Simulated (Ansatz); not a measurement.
```cif
data_structure
_symmetry_space_group_name_H-M 'P 1'
_symmetry_Int_Tables_number 1
_cell_length_a 4.6239
_cell_length_b 4.6239
_cell_length_c 5.1911
_cell_angle_alpha 90.000
_cell_angle_beta 90.000
_cell_angle_gamma 120.000
_cell_volume 96.12
loop_
_atom_site_label
_atom_site_type_symbol
_atom_site_fract_x
_atom_site_fract_y
_atom_site_fract_z
_atom_site_occupancy
Bi1 Bi 0.00000 0.00000 0.50000 1
Ru1 Ru 0.00000 0.00000 0.00000 1
O1 O 0.33333 0.66667 0.63424 1
O2 O 0.33333 0.66667 0.36576 1
O3 O 0.66667 0.33333 0.36576 1
O4 O 0.66667 0.33333 0.63424 1
```

Space group P6/mmm; a structure generated by program, which may or may not match a known phase; the program warned that a starting moment wasn't kept; spin-polarised.

Computed with Ansatz 0.2.0, DFT PBE, scalar-relativistic, plane waves, PAW.

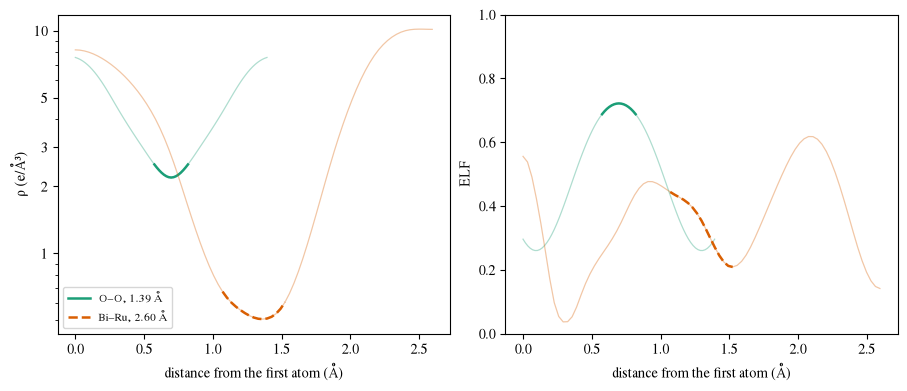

BiRuO4. Valence electron density and ELF along straight lines between neighbouring atoms. Thin, pale parts lie inside the atomic spheres.

Core electrons are frozen (PAW), and the valence fields are smoothed inside the atomic spheres.

### What can be read from the curves?

O–O (1.39 Å): ρ is about 2.2 e/Å³ halfway; the ELF peaks at about 0.70 between the atoms.
Bi–Ru (2.60 Å): ρ is about 0.52 e/Å³ halfway; the ELF is about 0.35 at the midpoint.
